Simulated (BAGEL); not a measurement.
# C2H6Si (vinylsilane) at HF/6-31G(d) (density fitting with qzvpp-jkfit, spherical functions)

Aim: the vertical ionisation energy of C2H6Si (vinylsilane) at HF/6-31G* (density fitting with qzvpp-jkfit, spherical functions), from 2 runs. 

The results are computed with BAGEL 1.2.2.

### 1 The structure to begin with

C2H6Si: 9 atoms, total charge 0, spin state singlet. As SMILES, `C=C[SiH3]`. Geometry: relaxed at PBE0-D4/def2-TZVP.

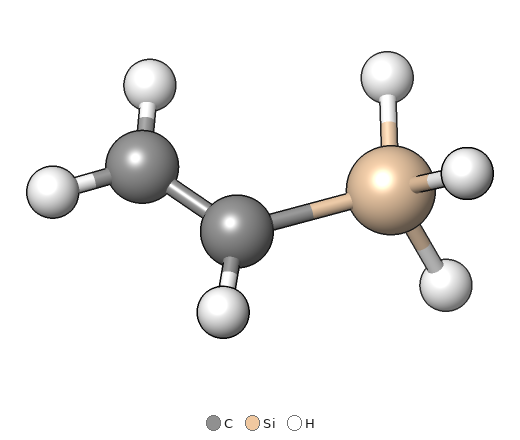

The structure, seen from a chosen angle (carbon grey, silicon light orange, hydrogen white).

### 2 The energy at HF/6-31G(d) (density fitting with qzvpp-jkfit, spherical functions)

File job.json:

```json
{ "bagel": [

{
  "title": "molecule",
  "basis": "6-31gs.json",
  "df_basis": "qzvpp-jkfit",
  "angstrom": true,
  "geometry": [
    { "atom": "C", "xyz": [      -0.713700,       0.870200,      -1.048300 ] },
    { "atom": "C", "xyz": [      -0.071300,       0.712500,       0.105600 ] },
    { "atom": "Si", "xyz": [       0.560600,      -0.932000,       0.700100 ] },
    { "atom": "H", "xyz": [      -0.905700,       0.033000,      -1.713900 ] },
    { "atom": "H", "xyz": [      -1.076700,       1.838600,      -1.381500 ] },
    { "atom": "H", "xyz": [       0.089400,       1.592000,       0.727600 ] },
    { "atom": "H", "xyz": [       2.035800,      -0.893900,       0.893800 ] },
    { "atom": "H", "xyz": [       0.223400,      -1.972400,      -0.307300 ] },
    { "atom": "H", "xyz": [      -0.053200,      -1.294300,       2.006700 ] }
  ]
},

{ "title": "hf" },

{ "title": "print", "file": "orbitals.molden", "orbitals": true }

]}
```

The basis set 6-31G* is read from a file made from the Basis Set Exchange's data (not shown).

Started as:

```console
$ BAGEL_NUM_THREADS=1 BAGEL job.json > job.out
```

The log of the run:

```text
* using 1 threads per process

  ===============================================================
  ===============================================================

  *** Geometry ***

  { "atom" : "C", "xyz" : [     -1.348698,      1.644440,     -1.981000 ] },
  { "atom" : "C", "xyz" : [     -0.134737,      1.346430,      0.199555 ] },
  { "atom" : "Si", "xyz" : [      1.059380,     -1.761225,      1.322997 ] },
  { "atom" : "H", "xyz" : [     -1.711525,      0.062361,     -3.238802 ] },
  { "atom" : "H", "xyz" : [     -2.034668,      3.474450,     -2.610657 ] },
  { "atom" : "H", "xyz" : [      0.168942,      3.008444,      1.374965 ] },
  { "atom" : "H", "xyz" : [      3.847104,     -1.689226,      1.689037 ] },
  { "atom" : "H", "xyz" : [      0.422165,     -3.727296,     -0.580713 ] },
  { "atom" : "H", "xyz" : [     -0.100533,     -2.445873,      3.792113 ] },

  Number of auxiliary basis functions:      386

  Since a DF basis is specified, we compute 2- and 3-index integrals:
    o Being stored without compression. Storage requirement is 0.010 GB

  Number of basis functions:       58
  Number of electrons      :       32

    * METHOD: MOLECULE                             0.15

  *** RHF ***

  === Nuclear Repulsion ===
    98.3219083629

      * DIIS with orbital gradients will be used.

  === RHF iteration (6-31gs.json) ===
      0       -368.03230124          0.01635981           0.03
      1       -368.10142851          0.00556703           0.03
      2       -368.10979426          0.00167611           0.03
      3       -368.11067215          0.00013254           0.03
      4       -368.11068168          0.00003746           0.03
      5       -368.11068234          0.00001729           0.04
      6       -368.11068246          0.00000508           0.04
      7       -368.11068248          0.00000174           0.03
      8       -368.11068248          0.00000046           0.02
      9       -368.11068248          0.00000012           0.03
     10       -368.11068248          0.00000004           0.03
     11       -368.11068248          0.00000001           0.02
     12       -368.11068248          0.00000000           0.03
    * SCF iteration converged.

    * Permanent dipole moment:
           (    0.135494,    -0.258997,     0.161429) a.u.

    * METHOD: HF                                   0.58

    * METHOD: PRINT                                0.01

  ===============================================================
```

It took 0.89 s on 1 thread of Arm Neoverse V1, shared host; peak memory 0.085 GiB.

### 3 The doublet cation, same level

File calc.json:

```json
{ "bagel" : [

{
  "title" : "molecule",
  "basis" : "6-31gs.json",
  "df_basis" : "qzvpp-jkfit",
  "angstrom" : "true",
  "geometry" : [
    { "atom" : "C", "xyz" : [   -0.713700,    0.870200,   -1.048300 ] },
    { "atom" : "C", "xyz" : [   -0.071300,    0.712500,    0.105600 ] },
    { "atom" : "Si", "xyz" : [    0.560600,   -0.932000,    0.700100 ] },
    { "atom" : "H", "xyz" : [   -0.905700,    0.033000,   -1.713900 ] },
    { "atom" : "H", "xyz" : [   -1.076700,    1.838600,   -1.381500 ] },
    { "atom" : "H", "xyz" : [    0.089400,    1.592000,    0.727600 ] },
    { "atom" : "H", "xyz" : [    2.035800,   -0.893900,    0.893800 ] },
    { "atom" : "H", "xyz" : [    0.223400,   -1.972400,   -0.307300 ] },
    { "atom" : "H", "xyz" : [   -0.053200,   -1.294300,    2.006700 ] }
  ]
},
{ "title" : "uhf", "charge" : 1, "nopen" : 1 },
{ "title" : "print", "file" : "orbitals.molden", "orbitals" : "true" }

]}
```

The basis set 6-31G* is read from a file made from the Basis Set Exchange's data (not shown).

Started as:

```console
$ BAGEL_NUM_THREADS=1 BAGEL calc.json > calc.out
```

The log of the run:

```text
* using 1 threads per process

  ===============================================================
  ===============================================================

  *** Geometry ***

  { "atom" : "C", "xyz" : [     -1.348698,      1.644440,     -1.981000 ] },
  { "atom" : "C", "xyz" : [     -0.134737,      1.346430,      0.199555 ] },
  { "atom" : "Si", "xyz" : [      1.059380,     -1.761225,      1.322997 ] },
  { "atom" : "H", "xyz" : [     -1.711525,      0.062361,     -3.238802 ] },
  { "atom" : "H", "xyz" : [     -2.034668,      3.474450,     -2.610657 ] },
  { "atom" : "H", "xyz" : [      0.168942,      3.008444,      1.374965 ] },
  { "atom" : "H", "xyz" : [      3.847104,     -1.689226,      1.689037 ] },
  { "atom" : "H", "xyz" : [      0.422165,     -3.727296,     -0.580713 ] },
  { "atom" : "H", "xyz" : [     -0.100533,     -2.445873,      3.792113 ] },

  Number of auxiliary basis functions:      386

  Since a DF basis is specified, we compute 2- and 3-index integrals:
    o Being stored without compression. Storage requirement is 0.010 GB

  Number of basis functions:       58
  Number of electrons      :       32

    * METHOD: MOLECULE                             0.14

  *** Open-shell HF ***

  === Nuclear Repulsion ===
    98.3219083629

      * DIIS with orbital gradients will be used.

  === UHF iteration (6-31gs.json) ===
      0       -367.67158861          0.02741174           0.05
      1       -367.76055930          0.01057602           0.05
      2       -367.77693931          0.00451645           0.06
      3       -367.78183756          0.00267375           0.06
      4       -367.78464067          0.00091989           0.05
      5       -367.78519750          0.00020447           0.05
      6       -367.78528169          0.00005873           0.05
      7       -367.78531265          0.00003057           0.05
      8       -367.78533008          0.00001667           0.06
      9       -367.78533661          0.00000624           0.06
     10       -367.78533731          0.00000146           0.06
     11       -367.78533733          0.00000063           0.07
     12       -367.78533733          0.00000033           0.05
     13       -367.78533733          0.00000021           0.06
     14       -367.78533733          0.00000006           0.05
     15       -367.78533733          0.00000004           0.05
     16       -367.78533733          0.00000003           0.05
     17       -367.78533733          0.00000002           0.05
     18       -367.78533733          0.00000001           0.05
    * SCF iteration converged.

    * S^2 (UHF) is 0.7547

    * Permanent dipole moment:
           (    0.726025,    -1.390305,     0.864660) a.u.

    * METHOD: UHF                                  1.12

    * METHOD: PRINT                                0.01

  ===============================================================
```

Run time: 1.4 s. Hardware: 1 thread of Arm Neoverse V1, shared host; peak memory 0.085 GiB.

### 4 Outcome

Level: HF/6-31G* (density fitting with qzvpp-jkfit, spherical functions).

```
                                          quantity          value
                      singlet C2H6Si: total energy  -368.11068 Eh
                     singlet C2H6Si: dipole moment         0.85 D
                       singlet C2H6Si: HOMO energy      -10.26 eV
                       singlet C2H6Si: LUMO energy        3.94 eV
                     singlet C2H6Si: HOMO–LUMO gap       14.20 eV
                      doublet cation: total energy  -367.78534 Eh
                              doublet cation: ⟨S²⟩          0.755
vertical ionisation energy (to the doublet cation)       8.853 eV
```

Removing an electron at fixed nuclei costs 8.85 eV (854 kJ/mol). The negative HOMO energy of the first species, 10.26 eV, lies 1.41 eV above that difference.
